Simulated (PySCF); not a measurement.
# Fe, Fe⁺, Fe²⁺: ionisation energies in x2c-TZVPPall plus 1 even-tempered diffuse shell per l, part 2 of 3

Each state of iron is computed at each level; their differences give the ionisation energy. How far do the methods differ?

PySCF 2.14.0; x2c-TZVPPall plus 1 even-tempered diffuse shell per l, the spin-free X2C one-electron Hamiltonian (Gaussian nucleus). The scripts are equivalent inputs of a driver's runs.

**4. Fe⁺: the ladder of methods**

UHF:

File input.py:

```python
from pyscf import gto, scf, dft, mp, cc
import basis_set_exchange as bse
mol = gto.M(atom="Fe 0 0 0", charge=1, spin=5, symmetry="D2h",
            basis=gto.basis.parse(bse.get_basis("x2c-TZVPPall", elements=["Fe"], fmt="nwchem", augment_diffuse=1)),
            nucmod="G")
mf = scf.UHF(mol).sfx2c1e()
mf.irrep_nelec = {'Ag': (6, 3), 'B1g': (1, 1), 'B2g': (1, 0), 'B3g': (1, 0), 'B1u': (2, 2), 'B2u': (2, 2), 'B3u': (2, 2)}
mf.kernel()
```

Log:

```text
damping factor = 0
level_shift factor = 0
DIIS = <class 'pyscf.scf.diis.CDIIS'>
diis_start_cycle = 1
diis_space = 10
diis_damp = 0
SCF conv_tol = 1e-09
SCF conv_tol_grad = None
number electrons alpha = 15  beta = 10
cycle= 1 E= -1271.10135202788  delta_E= -0.00461  |g|= 0.0247  |ddm|= 0.0336
cycle= 2 E= -1271.10146578143  delta_E= -0.000114  |g|= 0.00484  |ddm|= 0.00712
cycle= 3 E= -1271.10147402448  delta_E= -8.24e-06  |g|= 0.00113  |ddm|= 0.00313
cycle= 4 E= -1271.10147461213  delta_E= -5.88e-07  |g|= 0.000554  |ddm|= 0.000788
cycle= 5 E= -1271.10147481312  delta_E= -2.01e-07  |g|= 9.98e-05  |ddm|= 0.000624
cycle= 6 E= -1271.10147482038  delta_E= -7.26e-09  |g|= 1.42e-05  |ddm|= 0.000108
cycle= 7 E= -1271.1014748206  delta_E= -2.21e-10  |g|= 2.26e-06  |ddm|= 2.86e-05
converged SCF energy = -1271.1014748206  <S^2> = 8.7526164  2S+1 = 6.0008721
```

CPU time 5.2 s on a shared host, the integrals not counted.

Orbital energies by shell (radii are means over both spins):

```csv
shell,electrons,mean orbital energy (eV),spread (eV),rms radius (bohr)
1s α,1,-7183.7,0,0.0675
1s β,1,-7183.6,0,0.0675
2s α,1,-892.64,0,0.288
2s β,1,-889.27,0,0.288
2p α,3,-758.36,0.917,0.260
2p β,3,-755.10,0.002,0.260
3s α,1,-128.84,0,0.871
3s β,1,-118.91,0,0.871
3p α,3,-89.185,2.057,0.936
3p β,3,-77.491,1.518,0.936
3d α,5,-26.623,2.407,1.22
3d β,1,-21.017,0,1.22
4s α,1,-15.420,0,2.98
```

⟨S²⟩ = 8.753, ⟨L²⟩ = 6.02.

Spin-orbit constants on these orbitals (cm⁻¹; bare nucleus, screened nucleus, mean field): 3d 765.3, 471.0, 421.6. To first order in LS coupling the lowest level has J = 9/2 and lies 0.0523 eV below the centre of the term.

LDA:

input.py, as changed from the run before:

```diff
@@ -5,3 +5,3 @@
             nucmod="G")
-mf = scf.UHF(mol).sfx2c1e()
+mf = dft.UKS(mol, xc="LDA,VWN").sfx2c1e()
 mf.irrep_nelec = {'Ag': (6, 3), 'B1g': (1, 1), 'B2g': (1, 0), 'B3g': (1, 0), 'B1u': (2, 2), 'B2u': (2, 2), 'B3u': (2, 2)}
```

Log:

```text
damping factor = 0
level_shift factor = 0
DIIS = <class 'pyscf.scf.diis.CDIIS'>
diis_start_cycle = 1
diis_space = 10
diis_damp = 0
SCF conv_tol = 1e-09
SCF conv_tol_grad = None
number electrons alpha = 15  beta = 10
XC functionals = LDA,VWN
    P. A. M. Dirac.,  Math. Proc. Cambridge Philos. Soc. 26, 376 (1930)
    F. Bloch.,  Z. Phys. 57, 545 (1929)
    S. H. Vosko, L. Wilk, and M. Nusair.,  Can. J. Phys. 58, 1200 (1980)
cycle= 1 E= -1269.75191939569  delta_E= -0.0142  |g|= 0.163  |ddm|= 0.335
cycle= 2 E= -1269.74243809886  delta_E= 0.00948  |g|= 0.281  |ddm|= 0.213
cycle= 3 E= -1269.75748959675  delta_E= -0.0151  |g|= 0.00749  |ddm|= 0.109
cycle= 4 E= -1269.75750449284  delta_E= -1.49e-05  |g|= 0.00047  |ddm|= 0.00539
cycle= 5 E= -1269.75750453524  delta_E= -4.24e-08  |g|= 3.03e-05  |ddm|= 0.000293
cycle= 6 E= -1269.75750453546  delta_E= -2.18e-10  |g|= 7.93e-06  |ddm|= 3.65e-05
converged SCF energy = -1269.75750453546  <S^2> = 8.7509907  2S+1 = 6.0003302
```

CPU time 0.57 s on a shared host, the integrals not counted.

PBE:

input.py, as changed from the run before:

```diff
@@ -5,3 +5,3 @@
             nucmod="G")
-mf = dft.UKS(mol, xc="LDA,VWN").sfx2c1e()
+mf = dft.UKS(mol, xc="PBE").sfx2c1e()
 mf.irrep_nelec = {'Ag': (6, 3), 'B1g': (1, 1), 'B2g': (1, 0), 'B3g': (1, 0), 'B1u': (2, 2), 'B2u': (2, 2), 'B3u': (2, 2)}
```

Log:

```text
damping factor = 0
level_shift factor = 0
DIIS = <class 'pyscf.scf.diis.CDIIS'>
diis_start_cycle = 1
diis_space = 10
diis_damp = 0
SCF conv_tol = 1e-09
SCF conv_tol_grad = None
number electrons alpha = 15  beta = 10
XC functionals = PBE
    J. P. Perdew, K. Burke, and M. Ernzerhof.,  Phys. Rev. Lett. 77, 3865 (1996)
    J. P. Perdew, K. Burke, and M. Ernzerhof.,  Phys. Rev. Lett. 78, 1396 (1997)
    J. P. Perdew, K. Burke, and M. Ernzerhof.,  Phys. Rev. Lett. 77, 3865 (1996)
    J. P. Perdew, K. Burke, and M. Ernzerhof.,  Phys. Rev. Lett. 78, 1396 (1997)
cycle= 1 E= -1272.07275166889  delta_E= -0.0125  |g|= 0.132  |ddm|= 0.277
cycle= 2 E= -1272.06672092185  delta_E= 0.00603  |g|= 0.225  |ddm|= 0.182
cycle= 3 E= -1272.07650466926  delta_E= -0.00978  |g|= 0.00613  |ddm|= 0.0914
cycle= 4 E= -1272.07651453945  delta_E= -9.87e-06  |g|= 0.000347  |ddm|= 0.00521
cycle= 5 E= -1272.07651456792  delta_E= -2.85e-08  |g|= 1.7e-05  |ddm|= 0.000227
cycle= 6 E= -1272.07651456802  delta_E= -1e-10  |g|= 7.18e-06  |ddm|= 3.04e-05
converged SCF energy = -1272.07651456802  <S^2> = 8.7506453  2S+1 = 6.0002151
```

CPU time 1.1 s on a shared host, the integrals not counted.

PBE0:

input.py, as changed from the run before:

```diff
@@ -5,3 +5,3 @@
             nucmod="G")
-mf = dft.UKS(mol, xc="PBE").sfx2c1e()
+mf = dft.UKS(mol, xc="PBE0").sfx2c1e()
 mf.irrep_nelec = {'Ag': (6, 3), 'B1g': (1, 1), 'B2g': (1, 0), 'B3g': (1, 0), 'B1u': (2, 2), 'B2u': (2, 2), 'B3u': (2, 2)}
```

Log:

```text
damping factor = 0
level_shift factor = 0
DIIS = <class 'pyscf.scf.diis.CDIIS'>
diis_start_cycle = 1
diis_space = 10
diis_damp = 0
SCF conv_tol = 1e-09
SCF conv_tol_grad = None
number electrons alpha = 15  beta = 10
XC functionals = PBE0
    C. Adamo and V. Barone.,  J. Chem. Phys. 110, 6158 (1999)
    M. Ernzerhof and G. E. Scuseria.,  J. Chem. Phys. 110, 5029 (1999)
cycle= 1 E= -1272.10009362938  delta_E= -0.00891  |g|= 0.0591  |ddm|= 0.198
cycle= 2 E= -1272.09979444709  delta_E= 0.000299  |g|= 0.0738  |ddm|= 0.0971
cycle= 3 E= -1272.10080479561  delta_E= -0.00101  |g|= 0.0024  |ddm|= 0.0289
cycle= 4 E= -1272.10080673583  delta_E= -1.94e-06  |g|= 0.000491  |ddm|= 0.00496
cycle= 5 E= -1272.10080684176  delta_E= -1.06e-07  |g|= 3.61e-05  |ddm|= 0.00113
cycle= 6 E= -1272.10080684243  delta_E= -6.7e-10  |g|= 6.58e-06  |ddm|= 8.51e-05
converged SCF energy = -1272.10080684243  <S^2> = 8.7509793  2S+1 = 6.0003264
```

It used 1.4 s of CPU time after the integrals (shared host).

r2SCAN:

input.py, as changed from the run before:

```diff
@@ -5,3 +5,3 @@
             nucmod="G")
-mf = dft.UKS(mol, xc="PBE0").sfx2c1e()
+mf = dft.UKS(mol, xc="R2SCAN").sfx2c1e()
 mf.irrep_nelec = {'Ag': (6, 3), 'B1g': (1, 1), 'B2g': (1, 0), 'B3g': (1, 0), 'B1u': (2, 2), 'B2u': (2, 2), 'B3u': (2, 2)}
```

Log:

```text
damping factor = 0
level_shift factor = 0
DIIS = <class 'pyscf.scf.diis.CDIIS'>
diis_start_cycle = 1
diis_space = 10
diis_damp = 0
SCF conv_tol = 1e-09
SCF conv_tol_grad = None
number electrons alpha = 15  beta = 10
XC functionals = R2SCAN
    J. W. Furness, A. D. Kaplan, J. Ning, J. P. Perdew, and J. Sun.,  J. Phys. Chem. Lett. 11, 8208-8215 (2020)
    J. W. Furness, A. D. Kaplan, J. Ning, J. P. Perdew, and J. Sun.,  J. Phys. Chem. Lett. 11, 9248-9248 (2020)
    J. W. Furness, A. D. Kaplan, J. Ning, J. P. Perdew, and J. Sun.,  J. Phys. Chem. Lett. 11, 8208-8215 (2020)
    J. W. Furness, A. D. Kaplan, J. Ning, J. P. Perdew, and J. Sun.,  J. Phys. Chem. Lett. 11, 9248-9248 (2020)
cycle= 1 E= -1272.2886420859  delta_E= -0.0111  |g|= 0.0864  |ddm|= 0.256
cycle= 2 E= -1272.28697752548  delta_E= 0.00166  |g|= 0.131  |ddm|= 0.144
cycle= 3 E= -1272.29028672285  delta_E= -0.00331  |g|= 0.00239  |ddm|= 0.0482
cycle= 4 E= -1272.29029098685  delta_E= -4.26e-06  |g|= 0.000816  |ddm|= 0.0112
cycle= 5 E= -1272.2902913827  delta_E= -3.96e-07  |g|= 4.12e-05  |ddm|= 0.00457
cycle= 6 E= -1272.29029138402  delta_E= -1.32e-09  |g|= 1.14e-05  |ddm|= 0.000258
cycle= 7 E= -1272.29029138406  delta_E= -3.68e-11  |g|= 9.25e-07  |ddm|= 1.33e-05
converged SCF energy = -1272.29029138406  <S^2> = 8.7510519  2S+1 = 6.0003506
```

It used 2.9 s of CPU time after the integrals (shared host).

TPSSh:

input.py, as changed from the run before:

```diff
@@ -5,3 +5,3 @@
             nucmod="G")
-mf = dft.UKS(mol, xc="R2SCAN").sfx2c1e()
+mf = dft.UKS(mol, xc="TPSSH").sfx2c1e()
 mf.irrep_nelec = {'Ag': (6, 3), 'B1g': (1, 1), 'B2g': (1, 0), 'B3g': (1, 0), 'B1u': (2, 2), 'B2u': (2, 2), 'B3u': (2, 2)}
```

Log:

```text
damping factor = 0
level_shift factor = 0
DIIS = <class 'pyscf.scf.diis.CDIIS'>
diis_start_cycle = 1
diis_space = 10
diis_damp = 0
SCF conv_tol = 1e-09
SCF conv_tol_grad = None
number electrons alpha = 15  beta = 10
XC functionals = TPSSH
    V. N. Staroverov, G. E. Scuseria, J. Tao, and J. P. Perdew.,  J. Chem. Phys. 119, 12129 (2003)
cycle= 1 E= -1272.32730550516  delta_E= -0.0111  |g|= 0.0963  |ddm|= 0.25
cycle= 2 E= -1272.32537882327  delta_E= 0.00193  |g|= 0.142  |ddm|= 0.146
cycle= 3 E= -1272.32921150652  delta_E= -0.00383  |g|= 0.00198  |ddm|= 0.0579
cycle= 4 E= -1272.32921283729  delta_E= -1.33e-06  |g|= 0.000668  |ddm|= 0.00175
cycle= 5 E= -1272.32921295892  delta_E= -1.22e-07  |g|= 2.32e-05  |ddm|= 0.000908
cycle= 6 E= -1272.32921295905  delta_E= -1.36e-10  |g|= 7.02e-06  |ddm|= 3.42e-05
converged SCF energy = -1272.32921295905  <S^2> = 8.7506422  2S+1 = 6.0002141
```

It used 3.1 s of CPU time after the integrals (shared host).

wB97X-V:

input.py, as changed from the run before:

```diff
@@ -5,3 +5,3 @@
             nucmod="G")
-mf = dft.UKS(mol, xc="TPSSH").sfx2c1e()
+mf = dft.UKS(mol, xc="WB97X_V").sfx2c1e()
 mf.irrep_nelec = {'Ag': (6, 3), 'B1g': (1, 1), 'B2g': (1, 0), 'B3g': (1, 0), 'B1u': (2, 2), 'B2u': (2, 2), 'B3u': (2, 2)}
```

Log:

```text
damping factor = 0
level_shift factor = 0
DIIS = <class 'pyscf.scf.diis.CDIIS'>
diis_start_cycle = 1
diis_space = 10
diis_damp = 0
SCF conv_tol = 1e-09
SCF conv_tol_grad = None
number electrons alpha = 15  beta = 10
XC functionals = WB97X_V
    N. Mardirossian and M. Head-Gordon.,  Phys. Chem. Chem. Phys. 16, 9904-9924 (2014)
NLC functional = WB97X_V
cycle= 1 E= -1272.16707304218  delta_E= -0.00911  |g|= 0.0468  |ddm|= 0.137
cycle= 2 E= -1272.16729028658  delta_E= -0.000217  |g|= 0.0403  |ddm|= 0.0838
cycle= 3 E= -1272.16758833512  delta_E= -0.000298  |g|= 0.00571  |ddm|= 0.0172
cycle= 4 E= -1272.16760268016  delta_E= -1.43e-05  |g|= 0.000551  |ddm|= 0.0199
cycle= 5 E= -1272.16760324672  delta_E= -5.67e-07  |g|= 7.05e-05  |ddm|= 0.00513
cycle= 6 E= -1272.16760325248  delta_E= -5.76e-09  |g|= 6.32e-06  |ddm|= 0.000436
cycle= 7 E= -1272.16760325253  delta_E= -5.41e-11  |g|= 1.25e-06  |ddm|= 2.77e-05
converged SCF energy = -1272.16760325253  <S^2> = 8.7514517  2S+1 = 6.0004839
```

CPU time 3.5 s on a shared host, the integrals not counted.

HSE06:

input.py, as changed from the run before:

```diff
@@ -5,3 +5,3 @@
             nucmod="G")
-mf = dft.UKS(mol, xc="WB97X_V").sfx2c1e()
+mf = dft.UKS(mol, xc="HSE06").sfx2c1e()
 mf.irrep_nelec = {'Ag': (6, 3), 'B1g': (1, 1), 'B2g': (1, 0), 'B3g': (1, 0), 'B1u': (2, 2), 'B2u': (2, 2), 'B3u': (2, 2)}
```

Log:

```text
damping factor = 0
level_shift factor = 0
DIIS = <class 'pyscf.scf.diis.CDIIS'>
diis_start_cycle = 1
diis_space = 10
diis_damp = 0
SCF conv_tol = 1e-09
SCF conv_tol_grad = None
number electrons alpha = 15  beta = 10
XC functionals = HSE06
    J. Heyd, G. E. Scuseria, and M. Ernzerhof.,  J. Chem. Phys. 118, 8207 (2003)
    J. Heyd, G. E. Scuseria, and M. Ernzerhof.,  J. Chem. Phys. 124, 219906 (2006)
    A. V. Krukau, O. A. Vydrov, A. F. Izmaylov, and G. E. Scuseria.,  J. Chem. Phys. 125, 224106 (2006)
cycle= 1 E= -1272.11855943422  delta_E= -0.00907  |g|= 0.073  |ddm|= 0.221
cycle= 2 E= -1272.11781363718  delta_E= 0.000746  |g|= 0.0982  |ddm|= 0.105
cycle= 3 E= -1272.11962852403  delta_E= -0.00181  |g|= 0.00164  |ddm|= 0.0399
cycle= 4 E= -1272.11962945165  delta_E= -9.28e-07  |g|= 0.000461  |ddm|= 0.00167
cycle= 5 E= -1272.11962953115  delta_E= -7.95e-08  |g|= 3.43e-05  |ddm|= 0.000601
cycle= 6 E= -1272.11962953151  delta_E= -3.57e-10  |g|= 4.21e-06  |ddm|= 4.81e-05
converged SCF energy = -1272.11962953151  <S^2> = 8.7509019  2S+1 = 6.0003006
```

CPU time 3.3 s on a shared host, the integrals not counted.

BHandHLYP:

input.py, as changed from the run before:

```diff
@@ -5,3 +5,3 @@
             nucmod="G")
-mf = dft.UKS(mol, xc="HSE06").sfx2c1e()
+mf = dft.UKS(mol, xc="BHANDHLYP").sfx2c1e()
 mf.irrep_nelec = {'Ag': (6, 3), 'B1g': (1, 1), 'B2g': (1, 0), 'B3g': (1, 0), 'B1u': (2, 2), 'B2u': (2, 2), 'B3u': (2, 2)}
```

Log:

```text
damping factor = 0
level_shift factor = 0
DIIS = <class 'pyscf.scf.diis.CDIIS'>
diis_start_cycle = 1
diis_space = 10
diis_damp = 0
SCF conv_tol = 1e-09
SCF conv_tol_grad = None
number electrons alpha = 15  beta = 10
XC functionals = BHANDHLYP
    A. D. Becke.,  J. Chem. Phys. 98, 1372 (1993)
    Defined through Gaussian implementation.
cycle= 1 E= -1272.2975521563  delta_E= -0.00611  |g|= 0.0268  |ddm|= 0.145
cycle= 2 E= -1272.29763558486  delta_E= -8.34e-05  |g|= 0.0226  |ddm|= 0.0594
cycle= 3 E= -1272.29772886569  delta_E= -9.33e-05  |g|= 0.00336  |ddm|= 0.00907
cycle= 4 E= -1272.29773198843  delta_E= -3.12e-06  |g|= 0.000277  |ddm|= 0.00791
cycle= 5 E= -1272.29773205373  delta_E= -6.53e-08  |g|= 4.44e-05  |ddm|= 0.00138
cycle= 6 E= -1272.29773205533  delta_E= -1.61e-09  |g|= 6.53e-06  |ddm|= 0.000108
cycle= 7 E= -1272.29773205536  delta_E= -3.21e-11  |g|= 3.26e-07  |ddm|= 3.05e-05
converged SCF energy = -1272.29773205536  <S^2> = 8.7525578  2S+1 = 6.0008525
```

It used 1.5 s of CPU time after the integrals (shared host).

**5. Fe⁺, continued**

MP2 (valence):

Edit input.py of step 4 so:

```diff
@@ -5,4 +5,5 @@
             nucmod="G")
-mf = dft.UKS(mol, xc="BHANDHLYP").sfx2c1e()
+mf = scf.UHF(mol).sfx2c1e()
 mf.irrep_nelec = {'Ag': (6, 3), 'B1g': (1, 1), 'B2g': (1, 0), 'B3g': (1, 0), 'B1u': (2, 2), 'B2u': (2, 2), 'B3u': (2, 2)}
 mf.kernel()
+mp.UMP2(mf, frozen=9).kernel()
```

The driver printed no log here.

It used 0.2 s of CPU time after the integrals (shared host).

With 7 electrons correlated, the MP2 correlation energy is -0.14314 hartree (-0.08534 same spin, -0.05780 opposite spin); the SCS form gives -0.09781. Largest pairs of shells: 3d-3d -0.1250, 3d-4s -0.0182, 4s-4s 0.0000.

MP2 (valence and next inner shell):

input.py, as changed from the run before:

```diff
@@ -8,2 +8,2 @@
 mf.kernel()
-mp.UMP2(mf, frozen=9).kernel()
+mp.UMP2(mf, frozen=5).kernel()
```

This step left no log, only its results.

CPU time 0.27 s on a shared host, the integrals not counted.

With 15 electrons correlated, the MP2 correlation energy is -0.47499 hartree (-0.17034 same spin, -0.30465 opposite spin); the SCS form gives -0.42236. Largest pairs of shells: 3p-3d -0.1872, 3d-3d -0.1250, 3p-3p -0.0684, 3s-3d -0.0323, 3s-3p -0.0297.

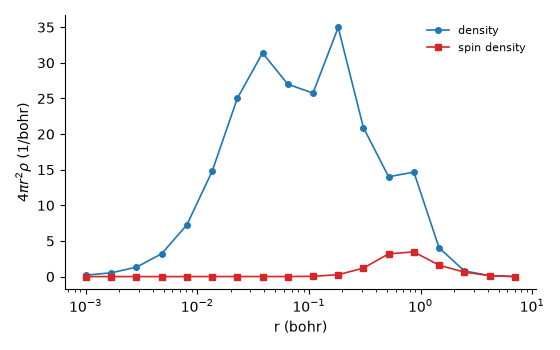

Radial density 4πr²ρ of Fe⁺ at UHF, at 18 stored radii joined by straight lines.

(Part 2 of 3 ends here.)
